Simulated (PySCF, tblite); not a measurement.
# Al3H4O5P, a small molecule taken as a stand-in for a surface group (alumina 3-ring): NMR shifts, core binding energies and electronic excitations

Wanted: the NMR shifts, core binding energies and electronic excitations for `[OH][Al]1[O][Al]([OH])[O][Al]([PH2])[O]1`.

Programs: tblite 0.8.0 and PySCF 2.14.0. All values are calculated, for the isolated system unless a continuum is named. Atoms count from 0, parts from 1.

## Step 1: Starting point

13 atoms, charge 0, multiplicity 1; geometry: distance geometry start.

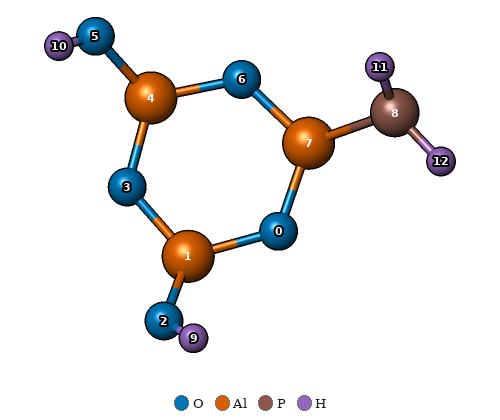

The starting geometry (oxygen blue, aluminium orange, phosphorus brown, hydrogen purple), atoms numbered.

## Step 2: Geometry optimisation with GFN2-xTB

Job settings and geometry (Å):

```
{"job": {"kind": "relax", "xc": "GFN2-xTB", "basis": "xTB"}, "charge": 0, "multiplicity": 1}
O      0.525209     1.170399    -0.968233
Al     1.810303     1.411675     0.390146
O      1.866370     3.116941     1.140294
O      2.014594    -0.024167     1.580619
Al     1.066956    -1.635128     1.465394
O      0.537231    -2.350825     3.108739
O     -0.168337    -1.755537     0.074559
Al    -0.482584    -0.412817    -1.194455
P     -2.635282    -0.091184    -1.789014
H      1.246904     3.816599     0.923854
H      0.650866    -1.946852     3.970801
H     -3.581383    -0.371698    -0.804518
H     -2.910433     1.002059    -2.608540
```

Level: GFN2-xTB geometry optimisation, gas phase.

Run with:

```
$ OMP_NUM_THREADS=1 python cluster_run.py task.json out
```

The driver reads the jobs from task.json and runs them one after another.

**Question.** The jobs that follow are: PBE0-D3(BJ)/def2-SVP geometry optimisation, gas phase; GIAO PBE0/pcSseg-1 NMR shielding, non-relativistic, gas phase; delta-SCF UKS SCAN, pcX-2 on the ionised atom, pcseg-1 elsewhere, spin-free X2C; TDDFT CAM-B3LYP/def2-SVPD, vertical, gas phase, core orbitals frozen in the response. Predict: rotational constants (main isotopes); 1H shifts against TMS (PBE0/pcSseg-1, means over atoms taken as alike); 17O shifts against H2O (PBE0/pcSseg-1, means over atoms taken as alike); 27Al shifts against AlH4- (PBE0/pcSseg-1, means over atoms taken as alike); 31P shifts against H3PO4 (PBE0/pcSseg-1); Al2p binding energies, SCAN/pcX-2; O1s binding energies, SCAN/pcX-2 (standing for 4 of 5 atoms); P2p binding energies, SCAN/pcX-2; lowest singlet (CAM-B3LYP/def2-SVPD); lowest triplet; vertical ionisation energy (ΔSCF); vertical electron affinity (ΔSCF).

The runs gave:

| quantity | value |
| --- | --- |
| rotational constants (main isotopes) | 1.01, 0.62, 0.38 GHz |
| 1H shifts against TMS (PBE0/pcSseg-1, means over atoms taken as alike) | 1.22, 0.95 ppm |
| 17O shifts against H2O (PBE0/pcSseg-1, means over atoms taken as alike) | 91.4, 62.5, 2.6 ppm |
| 27Al shifts against AlH4- (PBE0/pcSseg-1, means over atoms taken as alike) | 78.4, 20.4 ppm |
| 31P shifts against H3PO4 (PBE0/pcSseg-1) | -352.8 ppm |
| Al2p binding energies, SCAN/pcX-2 | Al1 80.94, Al7 80.58 eV |
| O1s binding energies, SCAN/pcX-2 (standing for 4 of 5 atoms) | O2 538.22, O6 536.93 eV |
| P2p binding energies, SCAN/pcX-2 | P8 136.52 eV |
| lowest singlet (CAM-B3LYP/def2-SVPD) | 5.72 eV (217 nm), f = 0.168 |
| lowest triplet | 5.15 eV |
| vertical ionisation energy (ΔSCF) | 9.76 eV |
| vertical electron affinity (ΔSCF) | 0.29 eV |

What this shows: The start of the PBE0/def2-SVP relaxation was shaken at random by about 0.01 Å, so part of the energy gained, and of the first lengths quoted, undoes that. Relaxing lowered the energy by 0.269 eV in 12 steps; the close pair that moved most is Al1–O2, from 1.633 to 1.690 Å (PBE0/def2-SVP). At PBE0/pcSseg-1: The largest span, 186 ppm, is at P8, where the paramagnetic term is -305 ppm. At SCAN/pcX-2: The Al2p levels kept as sound span 0.37 eV, from Al7 (aluminium bonded to 2 O, P) up to Al1 (aluminium bonded to 3 O). At SCAN/pcX-2: The O1s levels kept as sound span 1.29 eV, from O6 (oxygen bonded to 2 Al) up to O2 (oxygen bonded to Al, H). Only 4 of the 5 O atoms are covered by sound results. The first singlet state (HOMO→LUMO 0.76, HOMO→LUMO+2 0.17) lies at 5.72 eV and is bright. The lowest triplet lies 0.57 eV below the lowest singlet (triplets in Tamm-Dancoff, singlets in full TDDFT). The orbital energy would give 8.84 eV for ionisation, ΔSCF gives 9.76 eV. A capped cluster stands for the solid here, so long-range fields and strain are missing, and bands or shifts of the capping hydrogens have no counterpart in it.
